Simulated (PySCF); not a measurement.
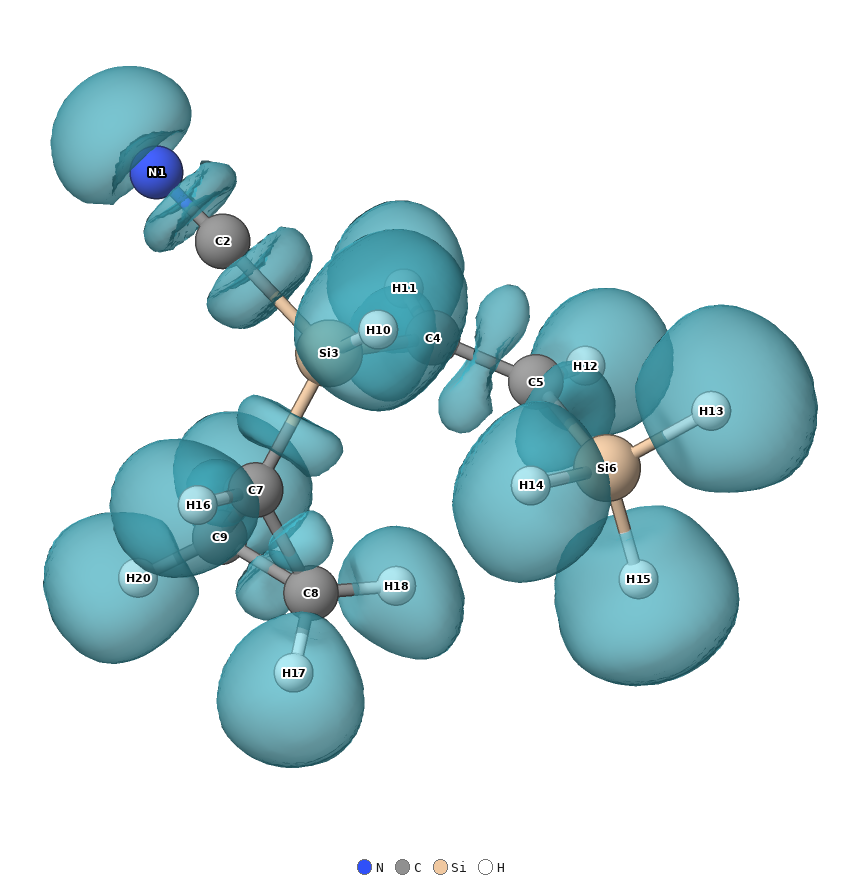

C$_{6}$H$_{11}$NSi$_{2}$. Isosurface of the ELF at 0.8 (cyan), seen across its widest extent. Core shells and regions of very low density are left out.

Geometry: PBE0-D3(BJ)/def2-SVP.

All numbers below come from PySCF, PBE0/pcSseg-1, SCF density, gas phase, non-relativistic.

The calculation's input:

```
{"job": {"kind": "nmr", "xc": "PBE0", "basis": "pcSseg-1"}, "charge": 0, "multiplicity": 1}
N     -0.681918    -1.739845    -3.762546
C     -0.356855    -1.097779    -2.852766
Si     0.154454    -0.072510    -1.375275
C      0.958959    -1.280568    -0.185336
C      1.743313    -0.971053     0.864536
Si     2.290417     0.741111     1.407364
C     -1.383114     0.686472    -0.657545
C     -1.540822     0.898478     0.830025
C     -2.332803    -0.165645     0.152543
H      1.106410     0.942722    -1.905216
H      0.740910    -2.342831    -0.368294
H      2.121626    -1.805191     1.474956
H      3.780754     0.836768     1.365519
H      1.695178     1.780301     0.515866
H      1.842535     0.989129     2.812212
H     -1.857345     1.441947    -1.294371
H     -2.052381     1.808331     1.154063
H     -0.729820     0.583232     1.494215
H     -2.060159    -1.208345     0.344040
H     -3.403528    -0.008588    -0.000345
```

Launched as:

```sh
OMP_NUM_THREADS=1 python probes_run.py task.json out
```

Q: What do the ELF domains correspond to?

A: At this value the surface marks out four regions between bonded C–C atoms (shared pairs), one region between bonded C–N atoms (shared pairs), four regions between bonded C–Si atoms (shared pairs), eleven regions around hydrogen nuclei and one lobe on N, pointing away from the bonds (lone pairs).

Values along the shortest contacts:
C–N (1.16 Å): the ELF peaks at about 0.85 between the atoms (a multiple bond). C–C (1.35 Å): the ELF peaks at about 0.90 between the atoms (a covalent bond).
